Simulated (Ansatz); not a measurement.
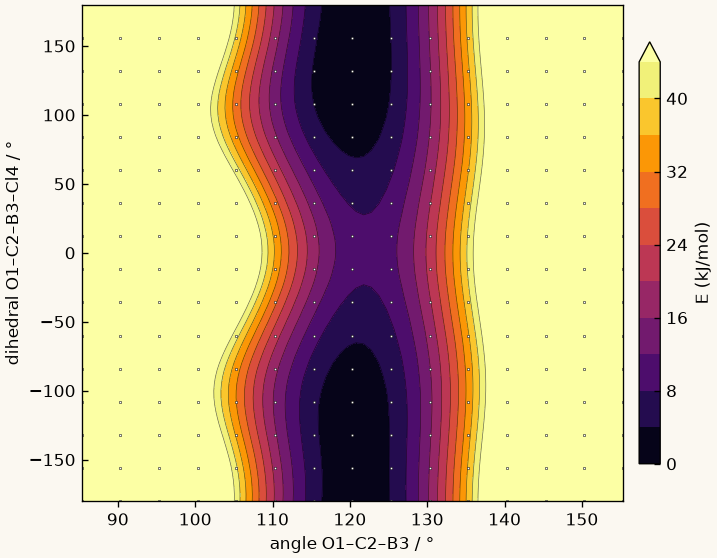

CH2BClO, SMILES O=CBCl. First axis: angle O1–C2–B3. Second axis: dihedral O1–C2–B3–Cl4. Nothing is relaxed (all other coordinates rigid). The grid has 15 × 15 points. Points are written as (first, second). Energies are in kJ/mol, from the lowest grid point. Theory: RHF/def2-TZVP in Ansatz.

In the figure: filled contours, dots at the grid points, one colour for all values above the top of the scale. Between grid points the surface is interpolated.

Question: Where is the minimum, and how stiff is the well along each coordinate?

Answer: The interpolated minimum is at angle O1–C2–B3 ≈ 120.3°, dihedral O1–C2–B3–Cl4 ≈ 135°. The curvatures there are about 10 eV/rad² and 0.051 eV/rad², with a cross term of about −0.11 eV/rad². Round the minimum the two coordinates are weakly coupled (coupling −0.15 in units of the two stiffnesses). (1 eV is 96.5 kJ/mol.)
